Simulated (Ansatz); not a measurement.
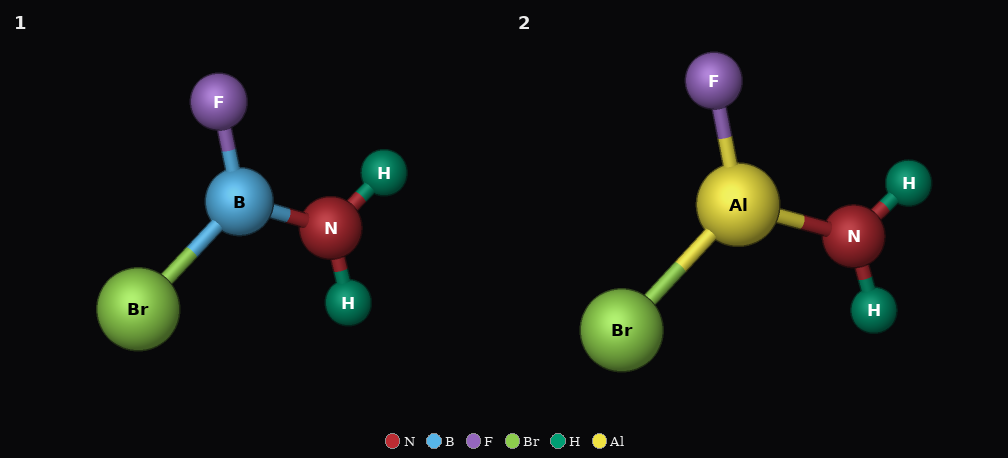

2 molecules with one skeleton, seen from the same side and at one scale. Charge 0, singlet. Computed geometries: PBE0-D4/def2-TZVP optimisations, one conformation each. Properties computed with Ansatz 0.2.0.

One atom differs, called X below: B in panel 1, Al in panel 2. Their formulas are BBrFH2N (`NB(F)Br`), AlBrFH2N (`[NH2][Al]([F])[Br]`).

**In which is the dipole moment larger (ωB97M-V/def2-TZVPP)?**

In panel 1 (X = B).

**In which is the HOMO–LUMO gap larger (ωB97M-V/def2-TZVPP)?**

In panel 1 (X = B).

Give the values. With PBE0-D4/def2-TZVP: length of X–Br (Å), length of X–F (Å), length of X–N (Å), angle N–X–F (°). With ωB97M-V/def2-TZVPP: dipole moment (D), HOMO energy (Kohn–Sham orbital) (eV), HOMO–LUMO gap (eV).

```tsv
quantity	1 (B)	2 (Al)	2 − 1
length of X–Br (Å)	1.931	2.237	+0.306
length of X–F (Å)	1.326	1.641	+0.315
length of X–N (Å)	1.386	1.746	+0.360
angle N–X–F (°)	121.0	119.7	−1.3
dipole moment (D)	2.87	2.40	−0.47
HOMO energy (Kohn–Sham orbital) (eV)	−10.52	−10.39	+0.13
HOMO–LUMO gap (eV)	12.45	11.29	−1.16
```
